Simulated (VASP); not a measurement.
Band structure of Be3CdTe4 (ordered alloy cell). Calculation: PBE GGA, VASP's PBE PAW potentials (set 64) (plane waves; VASP).

Unless said otherwise, spin-orbit coupling is left out, though it shifts the bands of the heavy elements here.

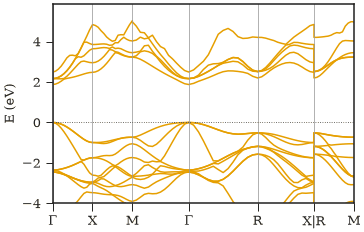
Fig. 1. Bands along high-symmetry lines, zero at the valence-band maximum or, without a gap, the Fermi level

**Question.** Read the plot: is there a gap, and where are the band edges?

**Answer.** The gap is direct, 1.88 eV, from the valence maximum at Γ to the conduction minimum at Γ. (Edges off the drawn lines would not show.)

The structure was generated: Be3CdTe4 was put into an ordered model structure (P-43m), which need not be its known phase. It was relaxed first.
